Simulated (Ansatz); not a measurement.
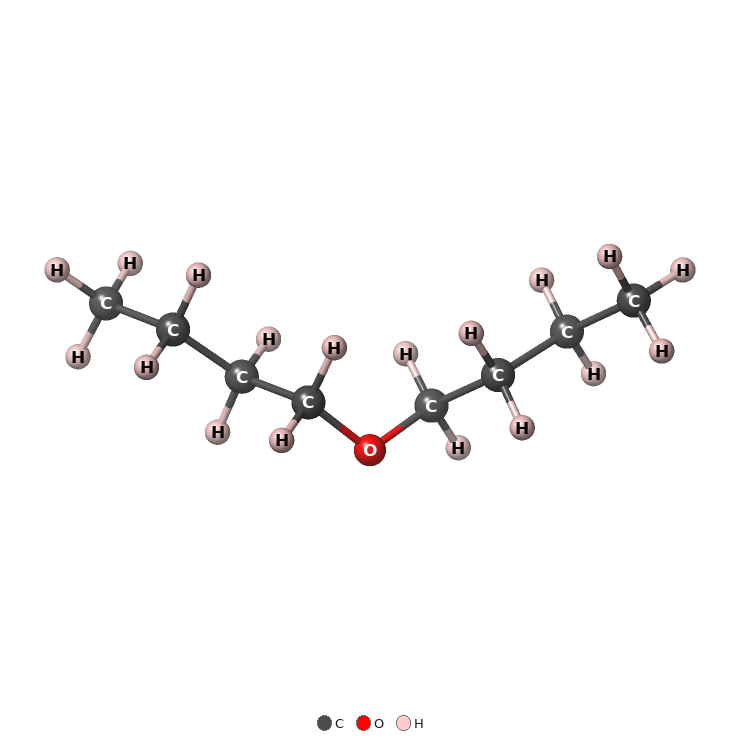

The geometry was computed by an optimisation with PBE-D4/def2-SVP. No frequency run is at hand to confirm it as a minimum. Method: RKS PBE-D4/def2-SVP (Ansatz 0.2.0).

What does the calculation give?

The species is C8H18O (`CCCCOCCCC`).
- dipole moment: 1.21 D
- dispersion correction: −51.9 kJ/mol
